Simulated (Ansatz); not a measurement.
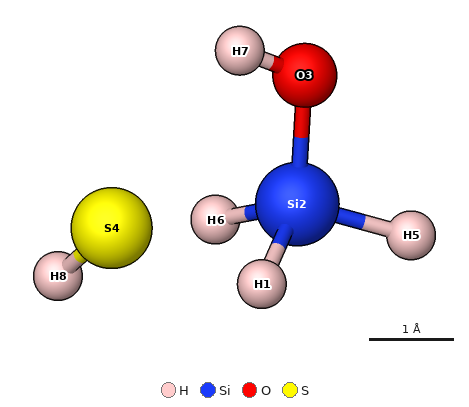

The structure as given in the input (ball-and-stick view, seen at a tilt; atoms are numbered from 1 in the order of the input). Bond lengths as drawn: H–O 0.96 Å, H–S 1.34 Å, H–Si 1.48 to 1.52 Å and O–Si 1.64 Å.

Single-point calculation of SiH₅SO

The run: single-point calculation of SiH₅SO, multiplicity 2. Method and program: UKS wB97M-V/def2-TZVPP (Ansatz 0.2.0).

The geometry is the reactant side of a reaction. The reaction was set up to form H1–S4 and to break H1–Si2 (atoms counted from 1 in the order of the input); sticks are drawn by distance alone. The geometry comes from this level: PBE0-D4/def2-TZVP.

### Log
```
Functional definition: wB97M-V
  name "wB97M-V"
  cite "Mardirossian & Head-Gordon, J. Chem. Phys. 144, 214110 (2016) doi:10.1063/1.4952647"
  cite "Becke, J. Chem. Phys. 107, 8554 (1997) doi:10.1063/1.475007"
  cite "Vydrov & Van Voorhis, J. Chem. Phys. 133, 244103 (2010) doi:10.1063/1.3521275"
  # Of w^i u^j: cxij and so on, Table III.
  parameter omega = 0.3/bohr
  parameter cx = 0.15
  parameter cx01 = 1.007
  parameter cx10 = 0.259
  parameter css00 = 0.443
  parameter css04 = -1.437
  parameter css10 = -4.535
  parameter css20 = -3.390
  parameter css43 = 4.278
  parameter cos00 = 1.000
  parameter cos10 = 1.358
  parameter cos20 = 2.924
  parameter cos21 = -8.812
  parameter cos60 = -1.390
  parameter cos61 = 9.142
  parameter b = 6.0
  parameter c = 0.01
  gx(w, u) = 1 - cx + cx01*u + cx10*w
  gss(w, u) = css00 + css04*u^4 + css10*w + css20*w^2 + css43*w^4*u^3
  gos(w, u) = cos00 + cos10*w + (cos20 + cos21*u)*w^2 + (cos60 + cos61*u)*w^6
  exchange = spin_sum(e_x_unif_sr(omega)*gx(b97_w, b97_u_x)) + cx*exact_x_sr(omega) + exact_x_lr(omega)
  correlation = spin_sum(e_c_pw_mod_same_spin*gss(b97_w, b97_u_same))
      + integral(e_c_pw_mod_opposite_spin*gos(b97_w_opposite, b97_u_opposite)) + vv10(b, c)
1028 factors; their error is unknown
228 factors; integrals over basis functions are off by at most 1.3e-5 eV
mean field evaluation 1: about -20836.6964 eV, gradient 3.3e1 eV
mean field evaluation 2: about -20835.6426 eV, gradient 3.9e1 eV
mean field evaluation 4: about -20840.4334 eV, gradient 8.9e-1 eV
mean field evaluation 8: about -20840.4512 eV, gradient 4.0e-2 eV
mean field evaluation 16: about -20840.4602 eV, gradient 4.5e-3 eV
mean field -20840.46019468 eV, -765.8727859832 hartree, gradient 1.5e-5 eV, S^2 0.753138; 2 other end points of the search recorded, 0 dependent functions left out
reference -20840.46024031 eV, -765.8727876602 hartree; 22, 21 occupied and 163, 164 virtual orbitals, 1028 factors
Total energy: -20840.46024031 eV, -765.8727876602 hartree
```

This output came from the following input.

### Input
```yaml
crystal:
  periodic: [false, false, false]
  atoms:
    - {symbol: H, position_ang: [0.676424, 0.281959, 0.973184]}
    - {symbol: Si, position_ang: [0.621355, 0.380998, -0.546008]}
    - {symbol: O, position_ang: [-0.808563, 0.998858, -1.052398]}
    - {symbol: S, position_ang: [-1.077267, -0.725049, 1.825240]}
    - {symbol: H, position_ang: [1.674745, 1.322664, -0.991956]}
    - {symbol: H, position_ang: [0.892900, -0.988491, -1.055767]}
    - {symbol: H, position_ang: [-1.581687, 0.572984, -0.671023]}
    - {symbol: H, position_ang: [-0.398004, -1.843921, 1.518726]}
basis:
  gaussian: {orbitals: def2-TZVPP}
magnetization: {spin_polarized: true, initial_magnetization: 1}
hamiltonian: {xc: {name: wB97M-V}}
```

### Key numbers

| quantity | value |
| --- | --- |
| outcome | converged |
| total energy | −20840.4602 eV |
| ⟨S²⟩ | 0.753 |
| SCF solution under orbital rotations | stable |
| hardware | 4 CPU threads, shared host |
| wall time | 11 s (CPU time 38 s) |
| peak memory | 0.89 GiB |
